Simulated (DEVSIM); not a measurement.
Structure: abrupt CdTe n-p junction, at 300 K.

```
layer (left to right)  material  thickness (μm)  Nd (cm⁻³)  Na (cm⁻³)  τn (s)  τp (s)
---------------------  --------  --------------  ---------  ---------  ------  ------
1                          CdTe           0.400     1.9e16          -  7.5e-8  7.5e-8
2                          CdTe            4.30          -     4.2e14  7.5e-8  7.5e-8
```

Left contact: ohmic. Right contact: ohmic. Voltage is applied to the left contact. Recombination: SRH at mid-gap. Mobility is μmin + (μ − μmin)/(1 + (N/Nref)^α).

Constants are typed, rounded textbook-type inputs, not results; the design itself was drawn at random and stands for no fabricated device. Values at 300 K.

| parameter | CdTe |
|---|---|
| gap (eV) | 1.5 |
| affinity (eV) | 4.28 |
| permittivity | 10.2 |
| Nc (cm⁻³) | 8e17 |
| Nv (cm⁻³) | 1.8e19 |
| μn (cm²/Vs) | 1000 |
| μp (cm²/Vs) | 80 |
| μn,min | 100 |
| μp,min | 10 |
| Nref,n | 1e17 |
| Nref,p | 1e17 |
| αn | 0.6 |
| αp | 0.6 |

DEVSIM, 1D drift-diffusion, Boltzmann statistics, complete ionisation; no tunnelling, impact ionisation, image-force lowering or self-heating.

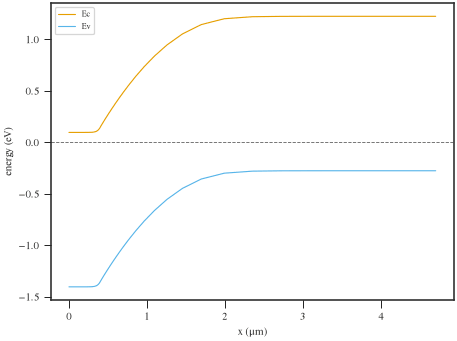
*Band edges at zero bias*

Energies count from the Fermi level of the right contact; mesh points crowd at the junctions.

| x (μm) | Ec (eV) | Ev (eV) | n (cm⁻³) | p (cm⁻³) | field (V/cm) |
|---|---|---|---|---|---|
| 0.000 | 0.097 | -1.403 | 1.9e16 | < 1e2 | ≈ 0 |
| 0.01951 | 0.097 | -1.403 | 1.9e16 | < 1e2 | ≈ 0 |
| 0.05288 | 0.097 | -1.403 | 1.9e16 | < 1e2 | ≈ 0 |
| 0.1100 | 0.097 | -1.403 | 1.9e16 | < 1e2 | ≈ 0 |
| 0.2373 | 0.097 | -1.403 | 1.9e16 | < 1e2 | 69 |
| 0.3163 | 0.100 | -1.400 | 1.7e16 | < 1e2 | 1100 |
| 0.3625 | 0.112 | -1.388 | 1.0e16 | < 1e2 | 5200 |
| 0.3957 | 0.140 | -1.360 | 3.5e15 | < 1e2 | 12000 |
| 0.4121 | 0.162 | -1.338 | 1.5e15 | < 1e2 | 13000 |
| 0.4423 | 0.200 | -1.300 | 3.5e14 | < 1e2 | 12000 |
| 0.4977 | 0.267 | -1.233 | 2.7e13 | < 1e2 | 12000 |
| 0.6384 | 0.425 | -1.075 | 5.8e10 | < 1e2 | 11000 |
| 0.8569 | 0.642 | -0.858 | 1.3e7 | 69000 | 9100 |
| 1.257 | 0.947 | -0.553 | < 1e2 | 9.1e9 | 6100 |
| 2.351 | 1.220 | -0.280 | < 1e2 | 3.6e14 | 210 |
| 3.385 | 1.224 | -0.276 | < 1e2 | 4.2e14 | ≈ 0 |
| 3.993 | 1.224 | -0.276 | < 1e2 | 4.2e14 | ≈ 0 |
| 4.325 | 1.224 | -0.276 | < 1e2 | 4.2e14 | ≈ 0 |
| 4.546 | 1.224 | -0.276 | < 1e2 | 4.2e14 | ≈ 0 |
| 4.627 | 1.224 | -0.276 | < 1e2 | 4.2e14 | ≈ 0 |
| 4.671 | 1.224 | -0.276 | < 1e2 | 4.2e14 | ≈ 0 |
| 4.700 | 1.224 | -0.276 | < 1e2 | 4.2e14 | ≈ 0 |
